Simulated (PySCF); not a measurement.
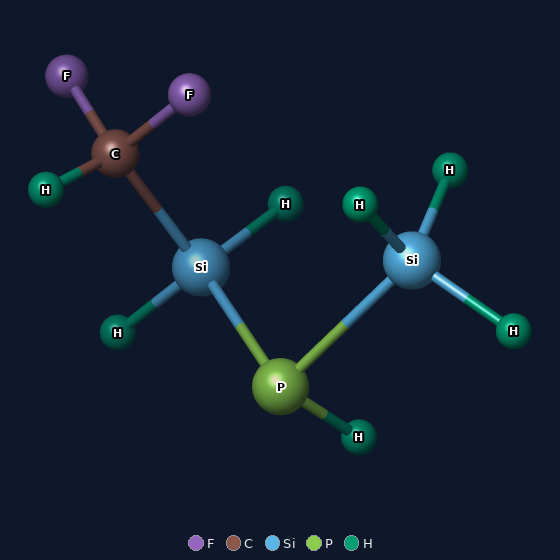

Structure of CH₇F₂PSi₂, SMILES FC(F)[SiH2]P[SiH3].

Simulated rotational absorption lines between 2 and 20 GHz at 2 K: rigid rotor with the equilibrium constants and dipole of one optimised conformer (PBE0-D3(BJ)/def2-SVP, PySCF), commonest isotopes; no centrifugal distortion, hyperfine structure, internal rotation or nuclear-spin weights; lines within 1 MHz of each other are summed. Lines of different type are drawn apart.

What are the rotational constants, and what kind of rotor is it?

Rotational constants A, B, C = 2.769, 1.076, 0.8532 GHz; Ray's κ = −0.77, an asymmetric top on the prolate side.

Assign the strongest lines, as J(Ka,Kc).

```csv
GHz,upper,lower,type,relative intensity
18.82,"5(3,2)","4(2,3)",b,1.00
18.49,"5(3,3)","4(2,2)",b,0.99
16.79,"4(3,1)","3(2,2)",b,0.97
16.68,"4(3,2)","3(2,1)",b,0.96
14.82,"3(3,0)","2(2,1)",b,0.88
14.80,"3(3,1)","2(2,0)",b,0.87
14.54,"8(1,8)","7(0,7)",b,0.86
16.16,"9(1,9)","8(0,8)",b,0.86
```

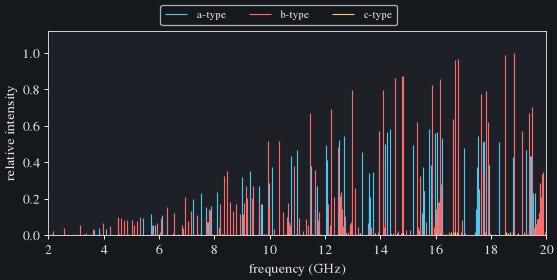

Caveats: coarse grid, loose stop and no frequency check, small forces are noise and the end may be a saddle.
